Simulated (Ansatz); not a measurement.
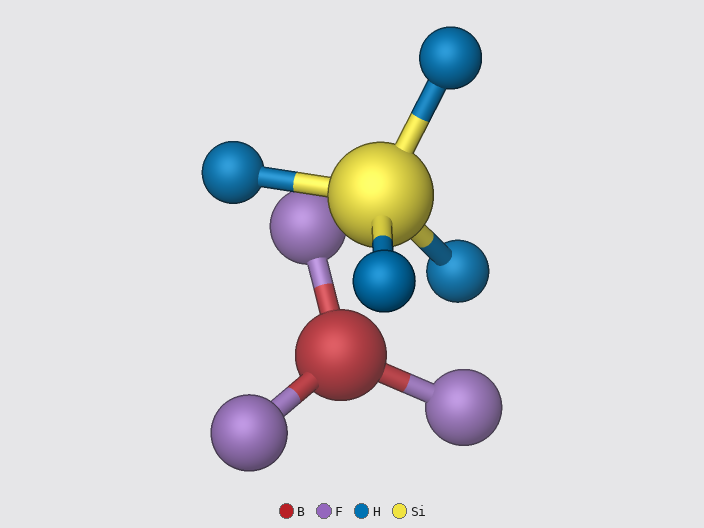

The geometry was computed by an optimisation with PBE0-D4/def2-TZVP. Level of theory: RHF-CCSD(T), frozen core/def2-TZVPP (Ansatz 0.2.0).

### Give the T1 diagnostic at this level.

0.012.
